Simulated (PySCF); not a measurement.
**C2H5NSi: one change and its effect**

System: C2H5NSi, SMILES N#CC[SiH3].
Method of run A: TDDFT HF/def2-SVPD, vertical, gas phase, core orbitals frozen in the response (PySCF 2.14.0).

The geometry comes from this level: PBE0-D3(BJ)/def2-SVP. Text and figures count atoms from 1; the logs count them from 0 in places.

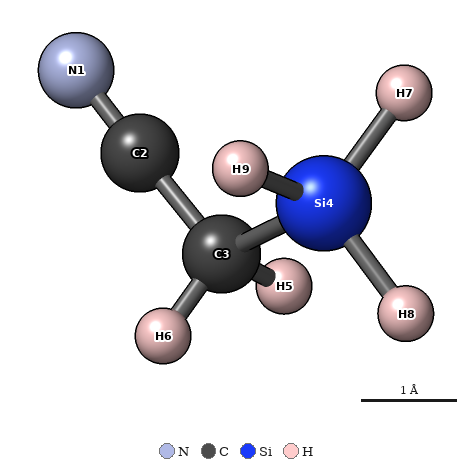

**Figure 1.** The input geometry (ball-and-stick view, seen at a tilt; atoms are numbered from 1 in the order of the input). Bond lengths as drawn: C–C 1.45 Å, C–H 1.10 Å, C–N 1.16 Å, C–Si 1.91 Å and H–Si 1.49 Å.

**Input file, run A**
```
{"job": {"kind": "uv", "xc": "HF", "basis": "def2-SVPD", "ip": true}, "charge": 0, "multiplicity": 1}
N     -1.404674     1.678507     1.193011
C     -0.993975     0.695450     0.738885
C     -0.444147    -0.512921     0.160381
Si     1.369797    -0.308213    -0.396218
H     -1.052815    -0.816273    -0.707157
H     -0.497949    -1.331351     0.897049
H      1.458888     0.790151    -1.398965
H      1.799631    -1.599768    -1.008139
H      2.220043     0.002623     0.787228
```

The first line tells a small driver script what to run in PySCF; the rest is the geometry in Å.

Command:
```bash
OMP_NUM_THREADS=1 python <driver script> task.json out
```

Hardware: 1 CPU thread, shared host.

**Output (run A)**
```
final grid: 72200 points
cycle   1  E = -421.7324265367  dE =  3.083e-01  |g| = 5.388e-01  |ddm| = 3.156e+00
cycle   2  E = -421.7834719414  dE = -5.105e-02  |g| = 4.739e-01  |ddm| = 9.822e-01
cycle   3  E = -421.8320301712  dE = -4.856e-02  |g| = 6.311e-02  |ddm| = 6.191e-01
cycle   4  E = -421.8340140135  dE = -1.984e-03  |g| = 1.677e-02  |ddm| = 2.178e-01
cycle   5  E = -421.8341325766  dE = -1.186e-04  |g| = 4.991e-03  |ddm| = 5.820e-02
cycle   6  E = -421.8341446131  dE = -1.204e-05  |g| = 1.822e-03  |ddm| = 1.713e-02
cycle   7  E = -421.8341457929  dE = -1.180e-06  |g| = 4.077e-04  |ddm| = 5.801e-03
cycle   8  E = -421.8341458654  dE = -7.252e-08  |g| = 1.003e-04  |ddm| = 1.095e-03
cycle   9  E = -421.8341458746  dE = -9.162e-09  |g| = 5.306e-05  |ddm| = 2.252e-04
cycle  10  E = -421.8341458789  dE = -4.311e-09  |g| = 2.511e-05  |ddm| = 1.570e-04
cycle  11  E = -421.8341458800  dE = -1.121e-09  |g| = 4.750e-06  |ddm| = 1.073e-04
cycle  12  E = -421.8341458800  dE = -2.819e-11  |g| = 9.745e-07  |ddm| = 1.788e-05
converged SCF energy = -421.8341458800

Static polarisability (au): isotropic 52.471, principal 44.680 48.181 64.551

Singlet excitations
state   eV       nm        f      main configurations
  1   6.8804    180.2   0.00011   H->L+10 0.23, H->L+6 0.13, H->L+2 0.12
  2   7.5340    164.6   0.00807   H-1->L+10 0.18, H->L+9 0.15, H->L+7 0.15
  3   7.5768    163.6   0.00131   H-1->L+9 0.25, H-1->L+7 0.21, H->L+10 0.09
  4   9.0622    136.8   0.00989   H->L 0.50, H->L+1 0.34
  5   9.6365    128.7   0.01934   H-1->L 0.43, H-1->L+1 0.29, H-1->L+4 0.12
  6   9.9201    125.0   0.00355   H-3->L+1 0.35, H-3->L 0.20, H-3->L+5 0.19
  7   9.9270    124.9   0.00287   H-2->L+1 0.36, H-2->L 0.19, H-2->L+5 0.17
  8  10.1794    121.8   0.00494   H-3->L+2 0.17, H-5->L+10 0.16, H-2->L+3 0.12
  9  10.2257    121.2   0.02930   H-2->L+3 0.23, H-3->L+2 0.18, H-5->L+10 0.10
 10  10.2677    120.8   0.00577   H->L+3 0.34, H->L 0.11

Triplet excitations (Tamm-Dancoff, eV): 5.4195 6.3846 6.4028 7.3782
Vertical ionisation energy (delta-SCF) = 10.4241 eV
```

The input of run B differs as follows (lines with − go, lines with + come):
```diff
-"xc": "HF"
+"xc": "PBE"
```

Predict how the results change.

The total energies belong to different methods, so their difference says nothing on which is more stable or more accurate. The HOMO goes from −11.97 to −7.70 eV. The LUMO goes from 2.09 to −0.85 eV. The dipole moment goes from 4.26 to 3.96 D. The lowest excitation goes from 6.88 to 6.94 eV. The strongest computed line goes from 10.23 to 7.43 eV. The method changes from HF to PBE. Exact exchange removes part of the self-interaction error of semilocal functionals, which pushes filled and empty levels apart. The SCF takes 14 iterations against 12.

**Output (run B)**
```
coarse grid: 7960 points
cycle   1  E = -422.8152106830  dE =  1.532e-01  |g| = 4.378e-01  |ddm| = 3.613e+00
cycle   2  E = -422.5595462578  dE =  2.557e-01  |g| = 1.108e+00  |ddm| = 1.939e+00
cycle   3  E = -422.8491343864  dE = -2.896e-01  |g| = 2.635e-01  |ddm| = 1.444e+00
cycle   4  E = -422.8655355257  dE = -1.640e-02  |g| = 4.146e-02  |ddm| = 2.716e-01
cycle   5  E = -422.8659955301  dE = -4.600e-04  |g| = 1.182e-02  |ddm| = 7.169e-02
cycle   6  E = -422.8660322393  dE = -3.671e-05  |g| = 3.410e-03  |ddm| = 2.094e-02
cycle   7  E = -422.8660359396  dE = -3.700e-06  |g| = 5.157e-04  |ddm| = 7.598e-03
final grid: 72200 points
cycle   8  E = -422.9357254758  dE = -9.194e-06  |g| = 7.367e-03  |ddm| = 5.403e-02
cycle   9  E = -422.9356948611  dE =  3.061e-05  |g| = 1.351e-02  |ddm| = 2.553e-02
cycle  10  E = -422.9357337974  dE = -3.894e-05  |g| = 5.255e-03  |ddm| = 1.728e-02
cycle  11  E = -422.9357400758  dE = -6.278e-06  |g| = 3.890e-04  |ddm| = 4.612e-03
cycle  12  E = -422.9357401179  dE = -4.209e-08  |g| = 6.477e-05  |ddm| = 6.110e-04
cycle  13  E = -422.9357401192  dE = -1.242e-09  |g| = 1.362e-05  |ddm| = 1.575e-04
cycle  14  E = -422.9357401192  dE = -7.094e-11  |g| = 2.790e-06  |ddm| = 3.266e-05
converged SCF energy = -422.9357401192

Static polarisability (au): isotropic 57.864, principal 48.125 52.664 72.802

Singlet excitations
state   eV       nm        f      main configurations
  1   6.9373    178.7   0.00800   H->L 0.97
  2   7.2316    171.4   0.00132   H->L+2 0.92
  3   7.2882    170.1   0.00087   H-1->L 1.00
  4   7.4327    166.8   0.09486   H->L+1 0.70, H-1->L+2 0.22
  5   7.5550    164.1   0.00023   H-1->L+1 0.91
  6   7.5721    163.7   0.00486   H-2->L 0.99
  7   7.7308    160.4   0.00854   H->L+3 0.94
  8   8.0351    154.3   0.00115   H->L+4 0.59, H-3->L 0.38
  9   8.0965    153.1   0.00536   H-2->L+1 0.78
 10   8.1049    153.0   0.00020   H-1->L+3 0.88

Triplet excitations (Tamm-Dancoff, eV): 6.1912 6.6389 6.6704 6.7305
Vertical ionisation energy (delta-SCF) = 10.9688 eV
```

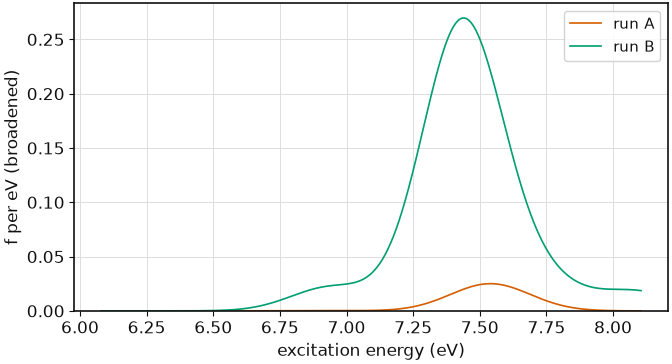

**Figure 2.** Absorption of the two runs from their computed states, each broadened by a Gaussian of 0.35 eV full width; the range ends where the shorter list of states ends.

**The two runs side by side**

```tsv
quantity	run A	run B
outcome	converged	converged
total energy (hartree)	−421.834146	−422.935740
HOMO (eV)	−11.97	−7.70
LUMO (eV)	2.09	−0.85
dipole moment (D)	4.26	3.96
lowest excitation (eV)	6.88	6.94
SCF iterations	12	14
strongest computed line (eV)	10.23	7.43
basis functions	124	124
wall time (shared host)	5.9 s	46 s
```
